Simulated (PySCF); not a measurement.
B₂BiH₈ (charge +1)

The calculation's input:

```
mol = gto.M(atom='''
Bi    -0.00000     0.00000    -0.49937
B      2.00601    -0.05022     0.83648
H      2.26507    -0.02664     2.01588
H      1.14049    -1.04126     0.84241
H      2.80555    -0.20188    -0.05441
H      1.35385     1.06482     0.68207
B     -2.00601     0.05022     0.83648
H     -2.26507     0.02664     2.01588
H     -1.14049     1.04126     0.84241
H     -2.80555     0.20188    -0.05441
H     -1.35385    -1.06482     0.68207''',
    basis={'Bi': 'def2-SVP', 'B': 'def2-SVP', 'H': 'def2-SVP'},
    ecp={'Bi': 'def2-SVP'},
    charge=1, spin=0)
mf = dft.RKS(mol, xc='PBE0')
mf.grids.atom_grid = (75, 302)  # f atoms: at least (60, 302), unpruned
mf = mf.density_fit()  # Bi def2-universal-JKFIT, B def2-universal-JKFIT, H def2-universal-JKFIT
mf.conv_tol = 1e-09; mf.max_cycle = 55
mf.kernel(dm0)
```

Launched as:

```sh
OMP_NUM_THREADS=2 python run.py
```

Core potentials replace the inner electrons of Bi.

Theory: RKS PBE0, Bi def2-SVP with ECP60, B def2-SVP, H def2-SVP; non-relativistic Hamiltonian with scalar-relativistic core potentials where named; density fitting in PySCF 2.14.0.

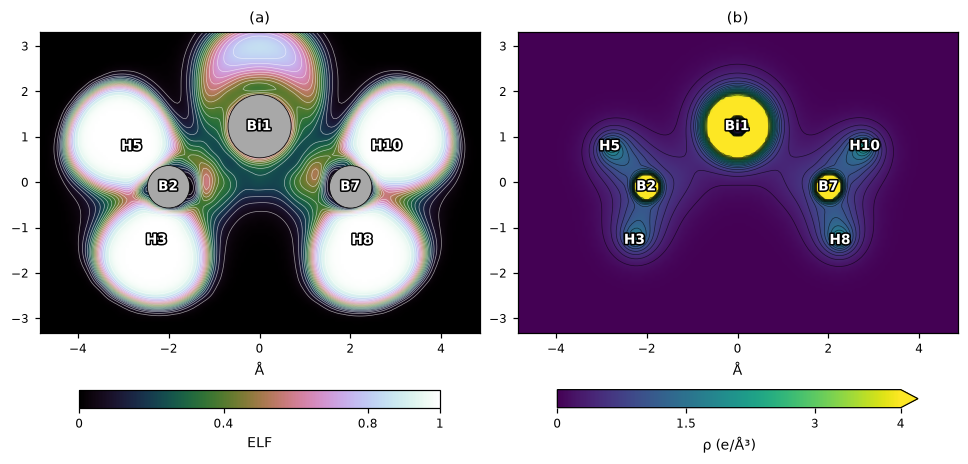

Figure 1. (a) electron localisation function; (b) electron density on the plane of atoms Bi1, B7 and H8. Grey discs cover the atomic cores in the ELF map.

### Describe what can be read from this map.

- Atoms in the plane: Bi, B and H.
- Bi–B (2.41 Å): ρ is about 0.45 e/Å³ halfway; the ELF is about 0.30 at the midpoint.
- B–H (1.21 Å): ρ at the midpoint is about 1.2 e/Å³; the ELF climbs to about 1 towards the hydrogen, as it does in any bond to H: an ordinary covalent bond to hydrogen.

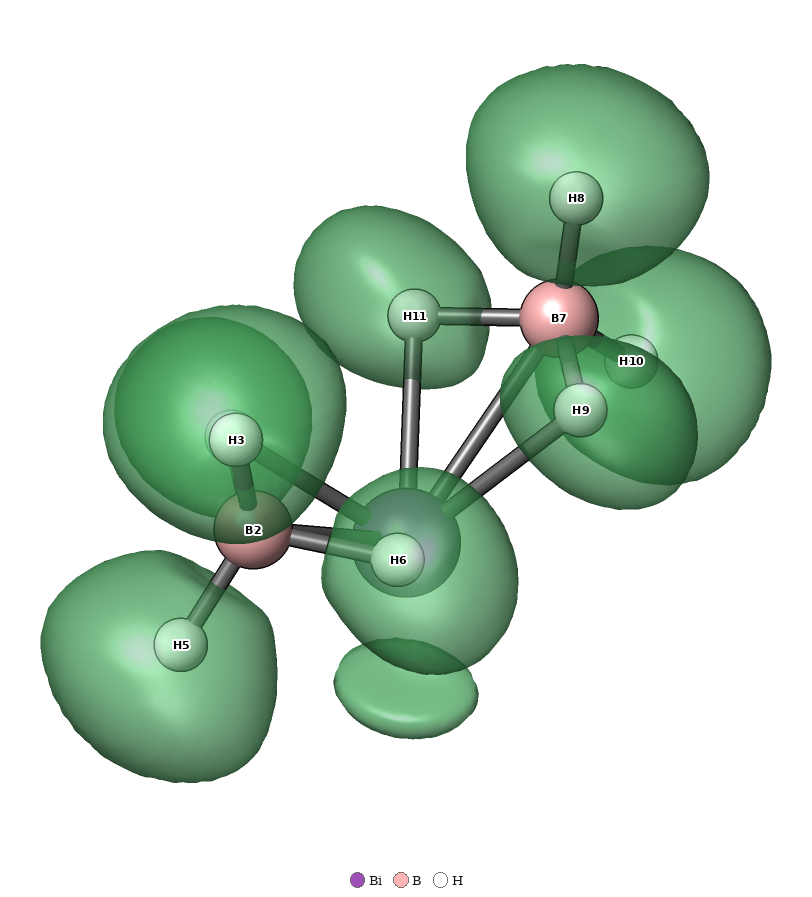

Figure 2. Isosurface of the ELF at 0.8 (green), seen at an oblique angle. Only the valence region is drawn (cores and ρ < 0.01 e/Å³ removed).

### Where are the electrons localised?

At this value the surface marks out eight regions around hydrogen nuclei and one lobe on Bi, pointing away from the bonds (lone pairs).

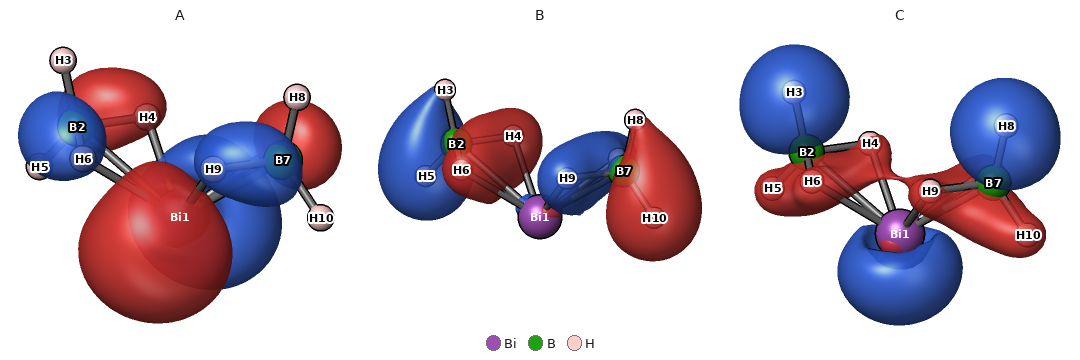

Figure 3. Three frontier orbitals at ±0.1 Å⁻³ᐟ² (red and blue are the two phases), in no order.

### Order the three orbitals by energy and name them.

B is the HOMO−1 (−14.65 eV). Its weight (Hirshfeld) is mainly on B2 (about 20 %), B7 (about 20 %), H5 (about 20 %), H10 (about 20 %) and Bi1 (about 10 %). C is the HOMO (−14.20 eV). Its weight (Hirshfeld) is mainly on Bi1 (about 25 %), B2 (about 15 %), B7 (about 15 %), H3 (about 15 %) and H8 (about 15 %). A is the LUMO (−8.84 eV). By Hirshfeld shares it lies mainly on Bi1 (about 65 %), B2 (about 10 %) and B7 (about 10 %).

### What is the HOMO–LUMO gap?

5.36 eV between the orbital energies.
